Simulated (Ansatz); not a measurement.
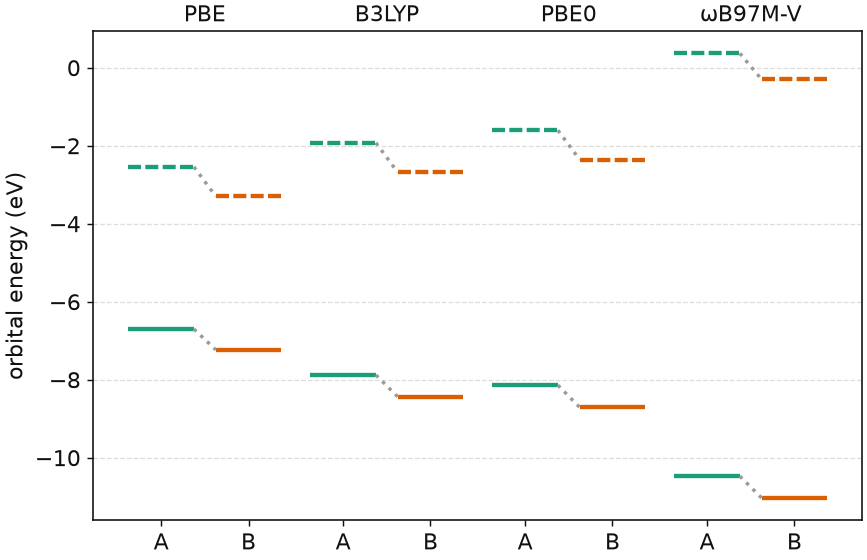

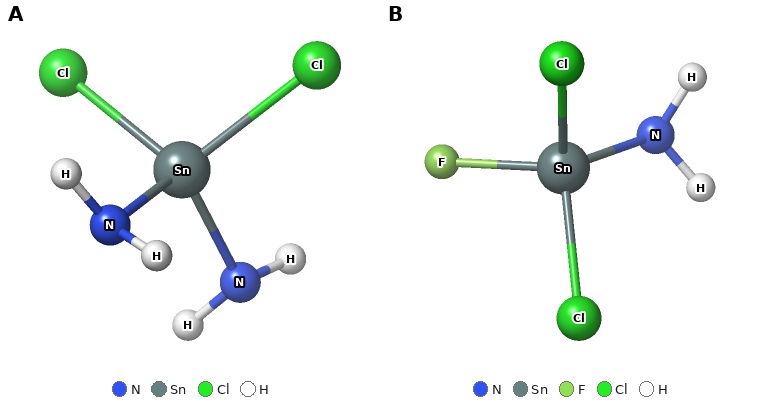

One change: A, SnN₂H₄Cl₂ (SMILES [NH2][Sn]([NH2])([Cl])[Cl]), becomes B, SnNH₂Cl₂F (SMILES [NH2][Sn]([F])([Cl])[Cl]). NH₂ on Sn is replaced by F. HOMO (solid) and LUMO (dashed) computed in def2-TZVPP at PBE0-D4/def2-TZVP geometries, both minima by their frequencies, gas phase, the Ansatz code. Empty levels above zero depend strongly on the basis.

### What does the change do to HOMO and LUMO?

PBE: the HOMO falls by 0.53 eV, the LUMO falls by 0.76 eV, and the separation goes from 4.16 to 3.94 eV. B3LYP: the HOMO falls by 0.56 eV, the LUMO falls by 0.76 eV, and the separation goes from 5.95 to 5.76 eV. PBE0: the HOMO falls by 0.57 eV, the LUMO falls by 0.76 eV, and the separation goes from 6.54 to 6.35 eV. ωB97M-V: the HOMO falls by 0.56 eV, the LUMO falls by 0.67 eV, and the separation goes from 10.84 to 10.73 eV.

### Do the functionals agree on the effect?

They agree on the direction for both levels; the HOMO shift lies between −0.57 and −0.53 eV and the LUMO shift between −0.76 and −0.67 eV, while the separations themselves differ by up to 6.8 eV between functionals.

Known limits of this run: core potentials past krypton; spin-orbit coupling is left out, and with Sn it can shift these values.
